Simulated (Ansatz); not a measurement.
**What SnH2 (model cell, started as rutile) distorts into**

Aim: this structure of SnH2 (model cell, started as rutile) is to be tested for unstable modes, and one is followed downhill.

Main program and level: Ansatz 0.2.0; DFT PBE, scalar-relativistic, plane waves, PAW.

The structure was built from a prototype and need not be the compound's stable phase.

### Step 1. Starting point

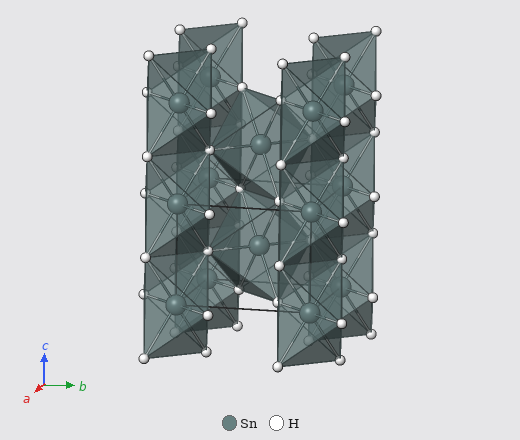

The starting structure, seen slightly off an axis (tin teal, hydrogen white). 1×1×2 cells are drawn. Some periodic images of atoms are drawn too.

Coordinates:

```cif
data_structure
_symmetry_space_group_name_H-M 'P 1'
_symmetry_Int_Tables_number 1
_cell_length_a 4.8576
_cell_length_b 4.8576
_cell_length_c 3.6420
_cell_angle_alpha 90.000
_cell_angle_beta 90.000
_cell_angle_gamma 90.000
_cell_volume 85.94
loop_
_atom_site_label
_atom_site_type_symbol
_atom_site_fract_x
_atom_site_fract_y
_atom_site_fract_z
_atom_site_occupancy
Sn1 Sn 0.00000 0.00000 0.00000 1
Sn2 Sn 0.50000 0.50000 0.50000 1
H3 H 0.31107 0.31107 0.00000 1
H4 H 0.68893 0.68893 0.00000 1
H5 H 0.81107 0.18893 0.50000 1
H6 H 0.18893 0.81107 0.50000 1
```

### Step 2. Phonons on a q mesh

The cell comes from relaxations at this level that are not shown. Stability and thermal properties need the whole zone. Linear response on a 2×2×4 q mesh gives force constants as far as a supercell of that size would.

input.yaml

```yaml
crystal:
  lattice:
    - [4.8575969519, 0.0, 0.0]
    - [0.0, 4.8575969519, 0.0]
    - [0.0, 0.0, 3.6419952209]
  atoms:
    - { symbol: Sn, position: [0.0, 0.0, 0.0] }
    - { symbol: Sn, position: [0.5, 0.5, 0.5] }
    - { symbol: H, position: [0.3110725174, 0.3110725174, 0.0] }
    - { symbol: H, position: [0.6889274826, 0.6889274826, 0.0] }
    - { symbol: H, position: [0.8110725174, 0.1889274826, 0.5] }
    - { symbol: H, position: [0.1889274826, 0.8110725174, 0.5] }
kpoints:
  mp_grid: { grid: [8, 8, 12] }
hamiltonian:
  xc: pbe
scf:
  occupations: { method: methfessel_paxton, width: 0.2 }
output:
  eigenvalues: true
phonons:
  method: dfpt
  qmesh: [2, 2, 4]
  temperatures: { t_max: 1000, t_step: 50 }
  qpath:
    path:
      - [[0.0, 0.0, 0.0], [0.0, 0.5, 0.0], [0.5, 0.5, 0.0], [0.0, 0.0, 0.0], [0.0, 0.0, 0.5], [0.0, 0.5, 0.5], [0.5, 0.5, 0.5], [0.0, 0.0, 0.5]]
      - [[0.0, 0.5, 0.0], [0.0, 0.5, 0.5]]
      - [[0.5, 0.5, 0.0], [0.5, 0.5, 0.5]]
    npoints: 10
```

Run with:

```sh
ansatz run input.yaml --threads 8 --pin off --max-ram 14336MiB --backend cpu --events-out ev --progress --plain --runs-dir out
```

Numbers of over 12 decimals in the logs are rounded to 6 here.

Output:

```text
Warning: phonons: the dynamical matrix that this run interpolates holds no multipole term above the dipole-dipole one, and a site of this crystal is no centre of inversion, so its interpolated transverse optical and acoustic branches and sound speeds can stay off near Gamma, and the density of states and the thermodynamics with them. What a run solves at a wave vector of phonons.qpoints, Gamma apart, where the deck admits one, is free of this, and under fd what a larger phonons.supercell samples
Engine: ansatz 0.2.0, aarch64-unknown-linux-gnu
Pseudopotentials: kind: paw
Pseudopotential: Sn, paw, valence charge 14, recommended cutoff 420 eV (normal), Sn.paw.azcp
Pseudopotential: H, paw, valence charge 1, recommended cutoff 420 eV (normal), H.paw.azcp
Functional definition: PBE
  parameter kappa = 0.804
  parameter beta = 0.066725
  exchange = pbe_x(kappa = kappa, mu = beta*pi^2/3)
  correlation = pbe_c(beta = beta)
Crystal: 6 atoms, lattice volume = 85.937 Å³
Basis set: ecut = 420 eV, 1665 PW (Γ), exchange–correlation on 72×72×60 points (8 copies of the dense FFT grid, shifted against one another)
Bands: 22, of which v1, the nominal top of the filled ones, is band 16 counted from 1 (15 counted from 0)
Symmetry: 16 space group operations
k-points: 105 of 768
Non-local potential: Sn, projectors of the file, l = 0: 2, l = 1: 2, l = 2: 2, l = 3: 2
Non-local potential: H, projectors of the file, l = 0: 2, l = 1: 1
PAW form: soft (Blöchl's): semilocal exchange-correlation on the pseudo side does not see the compensation charge
PAW one-centre angular grid: Sn, 590 points (default); XC on 64 Gauss nodes
PAW one-centre angular grid: H, 110 points (default); XC on 64 Gauss nodes
Initial density: superposition of atomic densities (neutral atoms: chi_scale 0, normalization atom), corrected by the library's trained network
Initial wavefunctions: pseudopotential atomic-orbital guess
Functional: x = pbe(κ = 0.804, μ = 0.219515), c = pbe(β = 0.066725)
SCF iter   1: F=—  HF=-12109.071649 eV  |F-HF|=—  |Δ(HF+E_count)|=         —  Δρ=3.14e-3  dr2=1.05e-2  ethr=1.77e-3  ⟨swp⟩=5.8  Hψ=10977  notcnv=0
preconditioner: auto → Kerker (q_TF=auto, 2.314 Å⁻¹)  [metal: Δε(μ)=0.058 eV  Ē_g=18.854 eV  σ=0.200 eV  W_gap=0.24  n_scr=18 (ndim 8)  ℏωp=22.7 eV  f_vac=0.000  D(μ)=1.24/eV (n_scr^D=4)]
SCF iter   2: F=—  HF=-12109.068323 eV  |F-HF|=—  |Δ(HF+E_count)|=   3.33e-3  S|Δr|=    0.00e0  Δρ=1.62e-3  dr2=2.76e-3  ethr=3.28e-5  ⟨swp⟩=2.1  Hψ=4790  notcnv=0
SCF iter   3: F=—  HF=-12109.067769 eV  |F-HF|=—  |Δ(HF+E_count)|=   5.54e-4  S|Δr|=    0.00e0  Δρ=4.39e-4  dr2=2.60e-4  ethr=8.62e-6  ⟨swp⟩=2.2  Hψ=2716  notcnv=0
SCF iter   4: F=—  HF=-12109.067718 eV  |F-HF|=—  |Δ(HF+E_count)|=   5.15e-5  S|Δr|=    0.00e0  Δρ=2.12e-4  dr2=4.47e-5  ethr=8.14e-7  ⟨swp⟩=3.0  Hψ=4010  notcnv=0
SCF iter   5: F=—  HF=-12109.067722 eV  |F-HF|=—  |Δ(HF+E_count)|=   4.25e-6  S|Δr|=    0.00e0  Δρ=5.29e-5  dr2=1.76e-6  ethr=1.40e-7  ⟨swp⟩=2.0  Hψ=3837  notcnv=0
SCF iter   6: F=—  HF=-12109.067720 eV  |F-HF|=—  |Δ(HF+E_count)|=   1.87e-6  S|Δr|=    0.00e0  Δρ=1.40e-5  dr2=1.43e-7  ethr=5.50e-9  ⟨swp⟩=2.0  Hψ=3896  notcnv=0
SCF iter   7: F=—  HF=-12109.067720 eV  |F-HF|=—  |Δ(HF+E_count)|=   1.67e-8  S|Δr|=    0.00e0  Δρ=2.20e-6  dr2=4.77e-9  ethr=4.46e-10  ⟨swp⟩=2.0  Hψ=3906  notcnv=0
SCF iter   8: F=—  HF=-12109.067720 eV  |F-HF|=—  |Δ(HF+E_count)|=   3.69e-9  S|Δr|=    0.00e0  Δρ=9.01e-7  dr2=9.23e-10  ethr=1.49e-11  ⟨swp⟩=2.0  Hψ=2912  notcnv=0
SCF iter   9: F=—  HF=-12109.067720 eV  |F-HF|=—  |Δ(HF+E_count)|=  5.46e-11  S|Δr|=    0.00e0  Δρ=1.31e-7  dr2=2.67e-11  ethr=2.89e-12  ⟨swp⟩=2.0  Hψ=3903  notcnv=0
SCF iter  10: F=-12109.067720 eV  HF=-12109.067720 eV  |F-HF|=1.09e-11  |Δ(HF+E_count)|=  1.46e-11  S|Δr|=    0.00e0  Δρ=3.40e-8  dr2=1.30e-12  ethr=1.00e-12  ⟨swp⟩=8.3  Hψ=10693  notcnv=0
SCF 1 converged in 10 iterations: F = -12109.067720 eV  dr2 = 1.30e-12
  greatest PAW one-centre occupation: 0.992 electrons in one spin orbital (limit 2), on the Sn atom at site 1 (counted from 0), in its partial waves of l = 2
Initial density: read from a saved state, or passed on in memory by an earlier SCF of this step, an earlier step, the calling program or the single point that the run made first
iter 1 solved again at ethr=3.11e-7 eV; its pass at ethr=3.10e-3 eV (dr2=9.95e-5 eV) is discarded
SCF iter   1: F=—  HF=-12109.067721 eV  |F-HF|=—  |Δ(HF+E_count)|=         —  Δρ=2.23e-6  dr2=3.76e-9  ethr=3.11e-7  ⟨swp⟩=2.8  Hψ=16418  notcnv=0
eigensolver tolerance schedule: the retry pair's looser diagonalisation over-reported the residual by 26461.20 of it (diagonalisation noise at an unbounded share of the residual, at the tolerance the schedule requests for it); recorded, not acted on — ethr = c·dr2/N_el stays at c = 1.0e-1
preconditioner: auto → Kerker (q_TF=auto, 2.314 Å⁻¹)  [metal: Δε(μ)=0.025 eV  Ē_g=18.828 eV  σ=0.200 eV  W_gap=0.11  n_scr=18 (ndim 8)  ℏωp=22.7 eV  f_vac=0.000  D(μ)=1.25/eV (n_scr^D=4)]
SCF iter   2: F=—  HF=-12109.067720 eV  |F-HF|=—  |Δ(HF+E_count)|=   1.26e-6  S|Δr|=    0.00e0  Δρ=1.14e-6  dr2=8.13e-10  ethr=1.17e-11  ⟨swp⟩=4.3  Hψ=5869  notcnv=0
SCF iter   3: F=—  HF=-12109.067720 eV  |F-HF|=—  |Δ(HF+E_count)|=  1.46e-10  S|Δr|=    0.00e0  Δρ=7.48e-7  dr2=3.70e-10  ethr=2.54e-12  ⟨swp⟩=1.0  Hψ=2310  notcnv=0
SCF iter   4: F=—  HF=-12109.067720 eV  |F-HF|=—  |Δ(HF+E_count)|=  9.46e-11  S|Δr|=    0.00e0  Δρ=3.39e-7  dr2=8.54e-11  ethr=1.15e-12  ⟨swp⟩=1.0  Hψ=2314  notcnv=0
SCF iter   5: F=—  HF=-12109.067720 eV  |F-HF|=—  |Δ(HF+E_count)|=  2.73e-11  S|Δr|=    0.00e0  Δρ=2.27e-7  dr2=3.91e-11  ethr=1.00e-12  ⟨swp⟩=1.0  Hψ=2310  notcnv=0
SCF iter   6: F=—  HF=-12109.067720 eV  |F-HF|=—  |Δ(HF+E_count)|=  9.09e-12  S|Δr|=    0.00e0  Δρ=1.30e-7  dr2=1.29e-11  ethr=1.00e-12  ⟨swp⟩=1.0  Hψ=2310  notcnv=0
SCF iter   7: F=-12109.067720 eV  HF=-12109.067720 eV  |F-HF|=3.64e-12  |Δ(HF+E_count)|=  1.82e-12  S|Δr|=    0.00e0  Δρ=1.10e-7  dr2=9.15e-12  ethr=1.00e-12  ⟨swp⟩=1.8  Hψ=3021  notcnv=0
SCF 2 converged in 7 iterations: F = -12109.067720 eV  dr2 = 9.15e-12
phonons: the bands overlap, so this run is a metal and interpolates without the dipole-dipole term. If the crystal is really an insulator or semiconductor, its LO-TO splitting is missing
NSCF: frozen V_eff on 105 k-points
NSCF: frozen V_eff on 238 k-points
DFPT response loops at q = (0, 0, 0) (fractional): preconditioner auto → Kerker (q_TF=auto, 2.314 Å⁻¹) (partly filled bands, converged f_vac=0.000); β = 1.00, the filter's whole step (`scf.mixing.beta` (0.50) is not read by the response loops under this deck's `scf.mixing.preconditioner`; to damp them name `kerker` or `kerker_dos`, under which they read `scf.mixing.beta`, and type it under 1.00, their step now; both keys bind the ground state too); Broyden in place of MSR1
NSCF: frozen V_eff on 816 k-points
DFPT response loops at q = (0, 0, 0.25) (fractional): mixed as the last ones told, above
NSCF: frozen V_eff on 476 k-points
DFPT response loops at q = (0, 0, -0.5) (fractional): mixed as the last ones told, above
NSCF: frozen V_eff on 476 k-points
DFPT response loops at q = (0, -0.5, 0) (fractional): mixed as the last ones told, above
NSCF: frozen V_eff on 816 k-points
DFPT response loops at q = (0, -0.5, 0.25) (fractional): mixed as the last ones told, above
NSCF: frozen V_eff on 476 k-points
DFPT response loops at q = (0, -0.5, -0.5) (fractional): mixed as the last ones told, above
NSCF: frozen V_eff on 476 k-points
DFPT response loops at q = (-0.5, -0.5, 0) (fractional): mixed as the last ones told, above
NSCF: frozen V_eff on 816 k-points
DFPT response loops at q = (-0.5, -0.5, 0.25) (fractional): mixed as the last ones told, above
NSCF: frozen V_eff on 476 k-points
DFPT response loops at q = (-0.5, -0.5, -0.5) (fractional): mixed as the last ones told, above
SCF converged after 10 iterations
Stability not checked: this state was not tested for a lower state beside it, because cold or Methfessel-Paxton smearing, or corrected tetrahedra, fill the levels in a way that the test cannot read (fill_not_monotonic; see scf.lower_state_search)
Free energy (F): -12109.067720 eV
Harris-Foulkes:  -12109.067720 eV  (|F-HF|=1.09e-11)
Internal energy: -12109.069345 eV  (E = F + TS)
E sigma→0 (E₀):  -12109.068126 eV
Entropy (-TS):   0.001625 eV (0.271 meV/atom)
Fermi energy:    6.895419 eV
--- Per-component energies (eV) ---
  E_band       = -282.055523
  E_kinetic    = 421.490338
  E_local      = -2210.347008  (includes V_loc(G=0)·N_el)
  E_nonlocal   = -60.262016
  E_hartree    = 1254.335674
  E_xc         = -800.154407
  E_vxc        = -236.766980  (∫ρ·V_xc dr)
  E_paw        = -8269.598129  (= ΣΔE_a)
  E_vpaw       = -704.836983  (= ΣTr[D̂ρ^β])
  E_aug_tail   = -0.004216  (compensation charges beyond the density's cutoff)
  E_ewald      = -2444.529580
  E_smearing   = 0.001625  (= −TS)
  E_closure    = 0.000000  (closes the sum)
  Σ components = -12109.067720   (vs F -12109.067720, Δ=0.00e0)
--- Band table (eV; the first three rows and the last of 105) ---
  k-point 0: bands = [... 12 lower, 1.4516, 1.4516, 4.8987, 8.2632, 8.8632, 9.2457, 9.2457, 11.3586, ... 2 higher]
  k-point 1: bands = [... 12 lower, 1.5200, 1.5200, 4.3957, 8.5324, 8.9366, 9.2945, 9.2945, 9.9684, ... 2 higher]
  k-point 2: bands = [... 12 lower, 1.7182, 1.7182, 3.3133, 8.3856, 9.0210, 9.1570, 9.3599, 9.3599, ... 2 higher]
  k-point 104: bands = [... 12 lower, 1.7839, 1.7839, 2.1277, 2.1277, 5.7684, 5.7684, 12.2162, 12.2162, ... 2 higher]
--- Phonons (Γ-DFPT): 4 representative perturbations + reference (Σ response iterations 12) ---
  ASR residual: 2.403e-5 → 0.000e0 eV/Å²; symmetrization residual: 5.512e-7 eV/Å²
  ASR residual per site (eV/Å²): 2.40e-5 2.40e-5 2.87e-6 2.87e-6 2.87e-6 2.87e-6
  Γ frequencies (cm⁻¹): -557.38 -342.61 0.00 0.00 0.00 72.08 97.54 97.54 237.18 237.18 265.76 450.48 450.48 570.75 570.75 621.38 658.08 976.83
--- Phonons (arbitrary-q DFPT): 9 irreducible q on the 2×2×4 mesh ---
  q = [0.0000, 0.0000, 0.0000] (star 1, of the zone-centre solve; hermiticity 2.91e-7, symmetrization 8.05e-12): -557.38 -342.61 -0.00 0.00 0.00 72.08 97.54 97.54 237.18 237.18 265.76 450.48 450.48 570.75 570.75 621.38 658.08 976.83
  q = [0.0000, 0.0000, 0.2500] (star 2, 4 solved perturbations in 1320 linear systems a pass and spin channel, the states on 408 of 768 k-point pairs; hermiticity 2.40e-7, symmetrization 1.41e-11): -463.02 -426.38 -426.38 -289.81 34.96 34.96 92.36 110.22 110.47 110.47 265.28 420.35 420.35 568.35 568.76 568.76 689.70 956.75
  q = [0.0000, 0.0000, -0.5000] (star 1, 4 solved perturbations in 770 linear systems a pass and spin channel, the states on 238 of 768 k-point pairs; hermiticity 1.19e-7, symmetrization 6.40e-12): -804.78 -804.78 65.52 65.52 75.38 75.38 136.05 136.05 140.10 140.10 344.47 344.47 475.02 475.02 552.75 552.75 825.68 825.68
  q = [0.0000, -0.5000, 0.0000] (star 2, 6 solved perturbations on 238 of 768 k-point pairs; hermiticity 3.94e-7, symmetrization 7.37e-13): -345.82 -345.82 40.36 40.36 53.02 53.02 73.98 73.98 225.91 225.91 361.79 361.79 540.61 540.61 586.54 586.54 798.23 798.23
  q = [0.0000, -0.5000, 0.2500] (star 4, 6 solved perturbations on 408 of 768 k-point pairs; hermiticity 4.16e-7, symmetrization 8.71e-13): -382.68 -382.68 41.33 41.33 55.46 55.46 108.40 108.40 277.13 277.13 365.07 365.07 522.24 522.24 564.92 564.92 841.59 841.59
  q = [0.0000, -0.5000, -0.5000] (star 2, 6 solved perturbations on 238 of 768 k-point pairs; hermiticity 1.94e-7, symmetrization 9.28e-13): -722.06 -722.06 -30.22 -30.22 66.47 66.47 115.88 115.88 323.21 323.21 347.27 347.27 463.81 463.81 472.40 472.40 887.64 887.64
  q = [-0.5000, -0.5000, 0.0000] (star 1, 4 solved perturbations in 770 linear systems a pass and spin channel, the states on 238 of 768 k-point pairs; hermiticity 2.93e-7, symmetrization 1.69e-11): -442.86 -442.86 -4.79 -4.79 43.60 43.60 78.02 78.02 233.57 233.57 382.39 382.39 463.00 463.00 522.24 522.24 870.99 870.99
  q = [-0.5000, -0.5000, 0.2500] (star 2, 4 solved perturbations in 1320 linear systems a pass and spin channel, the states on 408 of 768 k-point pairs; hermiticity 3.24e-7, symmetrization 5.79e-12): -358.21 -358.21 -325.14 -325.14 48.64 48.64 94.39 94.39 95.43 95.43 429.51 429.51 461.99 461.99 551.23 551.23 843.48 843.48
  q = [-0.5000, -0.5000, -0.5000] (star 1, 4 solved perturbations in 770 linear systems a pass and spin channel, the states on 238 of 768 k-point pairs; hermiticity 2.26e-7, symmetrization 1.67e-12): -793.57 -793.57 48.94 48.94 81.22 81.22 129.73 129.73 256.85 256.85 412.53 412.53 501.86 501.86 534.90 534.90 838.34 838.34
  sum rule: each row above includes the acoustic sum rule's correction from the zone centre's row sums; it moved no ω² by more than (0.96 cm⁻¹)²
  mesh force constants: q→R imaginary residual 1.40e-17; ASR residual 2.403e-5 → 0.000e0 eV/Å²; symmetrization residual 3.553e-15 eV/Å²
  interpolated dispersion: 93 rows × 18 modes
  density of states and harmonic sums: on the 14×14×20 q-mesh, interpolated from the force constants of a 2×2×4 supercell (no non-analytic term)
  largest difference from the sums on the solved wave vectors: F 3.41e-2 eV, S 3.26e-5 and C_V 8.23e-6 eV/K
  zero-point energy: 0.325762 eV/cell   skipped modes (ω ≤ 0): 1209, of them read as no rigid motion or as one in doubt: 1206 (3.085e0 modes/cell left out, lowest -804.78 cm⁻¹)   left out of the sums: 1.71e-1 of the cell's modes: C_V's classical limit lies that fraction below 3 k_B per atom; for a crystal, a wire or a layer, F and S can be off by more, and a phonons.interpolated_qmesh denser along its periods is the remedy for the sampling
```

The job ended after 8.1 min (8 threads of Arm Neoverse N1, shared host; peak memory 2.1 GiB; 62 min of CPU time).

Numbers from this step:

* volume per atom: 14.32 Å³
* gap on the k-mesh: 0 eV
* sum-rule residual before enforcement: 2.40e-5 eV/Å²
* lowest frequency on the path: -804.8 cm⁻¹
* point group: 4/mmm
* highest frequency on the path or at a solved wavevector: 976.8 cm⁻¹
* highest optical mode at the zone centre (no LO-TO term): 976.8 cm⁻¹
* lowest optical zone-centre mode: -557.4 cm⁻¹
* lowest mode on the q mesh (acoustic modes at Γ apart): -804.8 cm⁻¹

Frequencies (cm⁻¹) solved at each irreducible wavevector; negative means imaginary. Frequencies by wavevector, by row:

```csv
q in reciprocal lattice units,star,mode 1,mode 2,mode 3,mode 4,mode 16,mode 17,mode 18
0 0 0,1,-557.4,-342.6,0,0,621.4,658.1,976.8
0 0 0.25,2,-463,-426.4,-426.4,-289.8,568.8,689.7,956.8
0 0 -0.5,1,-804.8,-804.8,65.5,65.5,552.8,825.7,825.7
0 -0.5 0,2,-345.8,-345.8,40.4,40.4,586.5,798.2,798.2
0 -0.5 0.25,4,-382.7,-382.7,41.3,41.3,564.9,841.6,841.6
0 -0.5 -0.5,2,-722.1,-722.1,-30.2,-30.2,472.4,887.6,887.6
-0.5 -0.5 0,1,-442.9,-442.9,-4.8,-4.8,522.2,871,871
-0.5 -0.5 0.25,2,-358.2,-358.2,-325.1,-325.1,551.2,843.5,843.5
-0.5 -0.5 -0.5,1,-793.6,-793.6,48.9,48.9,534.9,838.3,838.3
```

Interpolated from a 2×2×4 q mesh. Phonon branches along the path, in cm⁻¹:

```csv
point,branch 1,branch 2,branch 3,branch 4,branch 15,branch 16,branch 17,branch 18
Γ,-557,-343,0,0,571,621,658,977
X,-346,-346,40,40,586,586,798,798
M,-443,-443,-5,-5,522,522,871,871
Γ,-557,-343,0,0,571,621,658,977
Z,-805,-805,66,66,553,553,826,826
R,-722,-722,-30,-30,472,472,888,888
A,-794,-794,49,49,535,535,838,838
Z,-805,-805,66,66,553,553,826,826
jump to X,-346,-346,40,40,586,586,798,798
R,-722,-722,-30,-30,472,472,888,888
jump to M,-443,-443,-5,-5,522,522,871,871
A,-794,-794,49,49,535,535,838,838
```

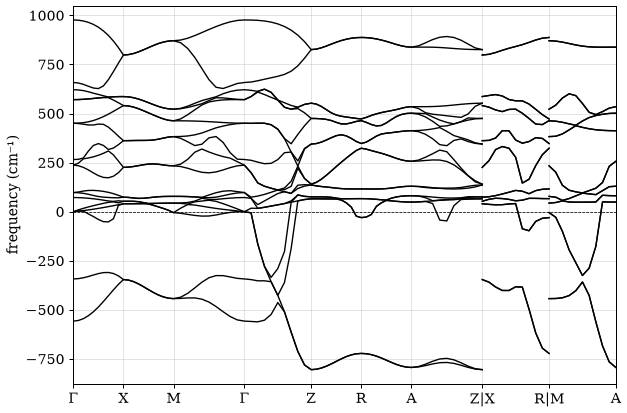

Phonon branches along the path.

Symmetry leaves 9 wavevectors to solve. The lowest mode among them, the acoustic zeros apart, lies at q = (0, 0, -0.5) and is imaginary, 804.8i cm⁻¹, so the energy falls along it.

### Step 3. The mode frozen in, largest atomic shift 0 Å

The mode followed lies at q = (-0.5, -0.5, -0.5) with frequency 793.6i cm⁻¹ and is 2-fold degenerate, one of the unstable modes though not the softest. At small amplitude the distorted cell has space group no. 24 by a symmetry search on the positions. The undistorted cell that holds it gives the zero of energy on the same k mesh.

System of this step: SnH2 (model cell, started as rutile). The structure is tetragonal, space group P4_2/mnm (No. 136). Conventional cell: a = 4.858 Å, b = 4.858 Å, c = 3.642 Å, α = 90.00°, β = 90.00°, γ = 90.00°. Nearest to Sn lie 6 H at 2.14 to 2.24 Å. H has 3 Sn at 2.14 to 2.24 Å nearest. Farther neighbours are not listed.

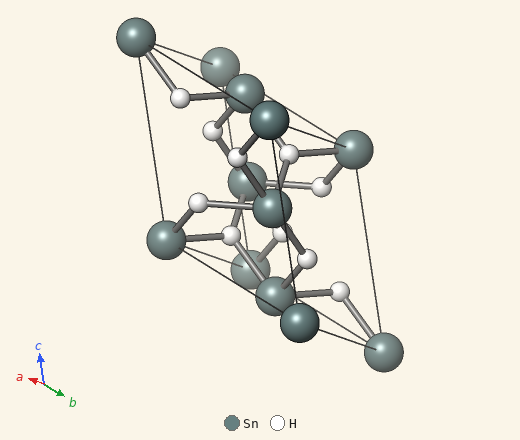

The cell of this step (tin teal, hydrogen white). Bonds to atoms that aren't drawn are left out. Some periodic images of atoms are drawn too.

input.yaml

```yaml
crystal:
  lattice:
    - [4.8575969519, 0.0, 3.6419952209]
    - [4.8575969519, 0.0, -3.6419952209]
    - [0.0, 4.8575969519, 3.6419952209]
  atoms:
    - { symbol: Sn, position: [0.0, 0.0, 0.0] }
    - { symbol: Sn, position: [0.5, 0.5, 0.0] }
    - { symbol: Sn, position: [0.25, 0.25, 0.5] }
    - { symbol: Sn, position: [0.75, 0.75, 0.5] }
    - { symbol: H, position: [0.0, 0.3110725174, 0.3110725174] }
    - { symbol: H, position: [0.5, 0.8110725174, 0.3110725174] }
    - { symbol: H, position: [0.0, 0.6889274826, 0.6889274826] }
    - { symbol: H, position: [0.5, 0.1889274826, 0.6889274826] }
    - { symbol: H, position: [0.5610725174, 0.25, 0.1889274826] }
    - { symbol: H, position: [0.0610725174, 0.75, 0.1889274826] }
    - { symbol: H, position: [0.9389274826, 0.25, 0.8110725174] }
    - { symbol: H, position: [0.4389274826, 0.75, 0.8110725174] }
kpoints:
  mp_grid: { grid: [8, 8, 8] }
hamiltonian:
  xc: pbe
scf:
  occupations: { method: methfessel_paxton, width: 0.2 }
output:
  forces: true
  stress: true
  eigenvalues: true
```

Output:

```text
[...]
Crystal: 12 atoms, lattice volume = 171.875 Å³
Basis set: ecut = 420 eV, 3329 PW (Γ), exchange–correlation on 90×90×90 points (8 copies of the dense FFT grid, shifted against one another)
Bands: 44, of which v1, the nominal top of the filled ones, is band 32 counted from 1 (31 counted from 0)
Symmetry: 32 space group operations
[...]
k-points: 59 of 512
[...]
k-point 0: bands = [... 28 lower, 2.1300, 2.1300, 4.9015, 5.7685, 5.7685, 8.2648, 8.8637, 9.2465, ... 8 higher]
  k-point 1: bands = [... 28 lower, 2.8406, 2.8406, 4.7626, 5.9329, 5.9329, 8.3545, 8.6086, 8.9817, ... 8 higher]
  k-point 2: bands = [... 28 lower, 3.8301, 3.8301, 4.4714, 6.3680, 6.3680, 7.4820, 8.6195, 9.0879, ... 8 higher]
  k-point 58: bands = [... 28 lower, 3.2074, 3.2074, 7.3240, 7.3240, 8.1228, 8.1228, 9.8881, 9.8881, ... 8 higher]
[key lines of the parts left out:]
SCF converged after 7 iterations
Free energy (F): -24218.142833 eV
Fermi energy:    6.874923 eV
P = ⅓ Tr σ = 0.0436 GPa (0.436 kbar)
```

It took 5.9 s on 8 threads; peak memory 0.86 GiB.

This step gave:

| Quantity | Value |
| --- | --- |
| pressure | 0.04361 GPa |
| energy from the undistorted cell | 0 meV/atom |

The run ends at a pressure of 0.04 GPa, with forces up to 0.0039 eV/Å.

[end of part 1 of 2]

[Logs are printed without paths, hosts, clocks, repeated set-up lines and the standing remarks that a program may print on its own settings, such as how far it seeks lower states.]

[Hosts, paths, dates, database ids (printed as entryN), source tags and the programs' standing remarks are cut or masked in the printed files.]
